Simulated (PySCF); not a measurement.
**C₄H₆BrNSi: electronic excitations**

Wanted: the electronic excitations of C₄H₆BrNSi (`[SiH3]n1ccc(Br)c1`), by calculation.

The runs use PySCF 2.14.0, with density-fitted response routines of our own; the level of theory stands in each step. All values are computed, except where a source is named. Atoms count from 0, in the outputs and in this text.

## (1) Starting geometry

13 atoms, charge 0, multiplicity 1; geometry from: GFN2-xTB.

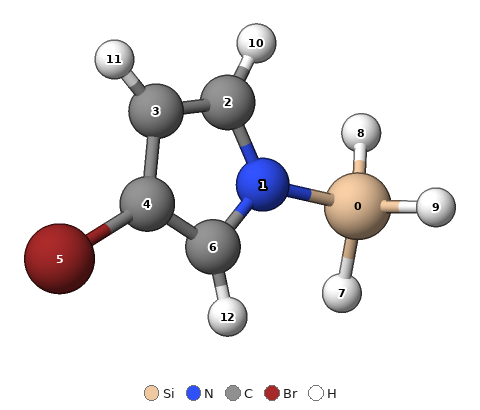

As it starts; silicon light orange, nitrogen blue, carbon grey, bromine red, hydrogen white, atoms numbered.

## (2) TDDFT and polarisability: wB97X-D/def2-SVPD

Job settings and geometry (Å):

```
{"job": {"kind": "uv", "xc": "wB97X-D", "basis": "def2-SVPD", "nstates": 8, "ntriplets": 3}, "charge": 0, "multiplicity": 1}
Si    -2.125888     0.212843     0.110326
N     -0.386148     0.006970    -0.008923
C      0.297805    -1.177841     0.038760
C      1.637840    -0.947864    -0.028328
C      1.781953     0.456638    -0.117140
Br     3.409036     1.398347    -0.248232
C      0.536526     1.011137    -0.101619
H     -2.433475     1.398568    -0.683098
H     -2.689021    -1.015203    -0.441673
H     -2.475904     0.393242     1.519820
H     -0.230702    -2.106785     0.115248
H      2.429465    -1.669703    -0.020600
H      0.244123     2.040137    -0.152269
```

Method: TDDFT wB97X-D/def2-SVPD, vertical, gas phase, core orbitals frozen in the response.

Run with:

```bash
$ OMP_NUM_THREADS=1 python probes_run.py task.json out
```

This one command runs all jobs of the session in turn.

What it wrote:

```text
coarse grid: 54416 points
cycle   1  E = -3073.8380549417  dE =  2.920e-01  |g| = 3.096e-01  |ddm| = 6.855e+00
cycle   2  E = -3073.8613517708  dE = -2.330e-02  |g| = 1.873e-01  |ddm| = 1.447e+00
cycle   3  E = -3073.8694221870  dE = -8.070e-03  |g| = 4.906e-02  |ddm| = 4.939e-01
cycle   4  E = -3073.8700806534  dE = -6.585e-04  |g| = 1.541e-02  |ddm| = 1.657e-01
cycle   5  E = -3073.8701417908  dE = -6.114e-05  |g| = 4.837e-03  |ddm| = 5.708e-02
cycle   6  E = -3073.8701483798  dE = -6.589e-06  |g| = 1.454e-03  |ddm| = 1.224e-02
final grid: 113056 points
cycle   7  E = -3073.8698022125  dE = -1.723e-06  |g| = 1.558e-03  |ddm| = 1.548e-02
cycle   8  E = -3073.8698021911  dE =  2.137e-08  |g| = 1.665e-03  |ddm| = 6.421e-03
cycle   9  E = -3073.8698028030  dE = -6.119e-07  |g| = 1.118e-04  |ddm| = 2.762e-03
cycle  10  E = -3073.8698028089  dE = -5.909e-09  |g| = 6.383e-05  |ddm| = 4.894e-04
cycle  11  E = -3073.8698028103  dE = -1.468e-09  |g| = 1.492e-05  |ddm| = 2.546e-04
cycle  12  E = -3073.8698028104  dE = -6.457e-11  |g| = 7.889e-06  |ddm| = 4.557e-05
converged SCF energy = -3073.8698028104

Static polarisability (au): isotropic 99.169, principal 70.055 94.401 133.051

Singlet excitations
state   eV       nm        f      main configurations
  1   5.4750    226.5   0.00029   H->L 0.60, H->L+3 0.13, H->L+2 0.08
  2   6.1128    202.8   0.02643   H->L+2 0.53, H->L 0.20, H-1->L 0.13
  3   6.1713    200.9   0.04518   H->L+1 0.40, H->L+3 0.21, H-1->L 0.11
  4   6.3872    194.1   0.01077   H->L+4 0.29, H-1->L+2 0.18, H-1->L+1 0.12
  5   6.5417    189.5   0.00225   H-1->L 0.42, H-1->L+2 0.11, H->L+2 0.10
  6   6.7969    182.4   0.00155   H-2->L 0.35, H-2->L+3 0.28, H-2->L+2 0.21
  7   6.8688    180.5   0.01451   H->L+5 0.39, H->L+3 0.14, H->L+1 0.11
  8   6.9882    177.4   0.23354   H->L+4 0.37, H-1->L+1 0.21, H-1->L+3 0.13

Triplet excitations (Tamm-Dancoff, eV): 4.3139 5.0594 5.3085
```

Wall time 47 s (1 thread of Arm Neoverse V2, shared host); peak memory 0.87 GiB.

The orbitals next to the gap, with their largest atomic shares:

| orbital | eV | atoms |
| --- | --- | --- |
| HOMO−3 | -10.98 | Br5 52 %, C4 18 %, N1 11 % |
| HOMO−2 | -9.98 | Br5 83 %, C4 10 % |
| HOMO−1 | -8.96 | C3 30 %, N1 19 %, Br5 14 % |
| HOMO | -8.22 | C6 24 %, Br5 20 %, C4 19 % |
| LUMO | 1.47 | Si0 32 %, Br5 19 %, H8 9 % |
| LUMO+1 | 1.93 | Si0 46 %, H9 10 %, C6 6 % |
| LUMO+2 | 2.00 | Br5 24 %, Si0 14 %, C4 12 % |

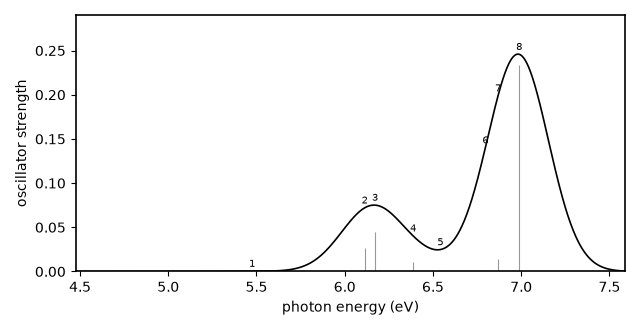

Absorption spectrum from the 8 singlet states computed; above the last one it falls off for lack of states. Lines are broadened to a width of 0.40 eV (Gaussian).

Ground-state properties from the same run:

| property | computed |
| --- | --- |
| dipole moment (D) | 3.42 |
| polarisability (Å³) | 14.70 |
| HOMO–LUMO gap (eV) | 9.69 |
| −ε(HOMO) (eV) | 8.22 |

## (3) Outcome

| quantity | value |
| --- | --- |
| lowest singlet (wB97X-D/def2-SVPD) | 5.47 eV (226 nm), f = 0.000 |
| brightest single state of those computed | state 8, 6.99 eV, f = 0.234 |
| lowest triplet | 4.31 eV |

The first singlet state (HOMO→LUMO 0.60, HOMO→LUMO+3 0.13) lies at 5.47 eV and is dark; of the 8 states computed, the strongest absorption comes from state 8 at 6.99 eV (the last computed, so partners may be missing). The lowest triplet lies 1.16 eV below the lowest singlet (triplets in Tamm-Dancoff, singlets in full TDDFT).
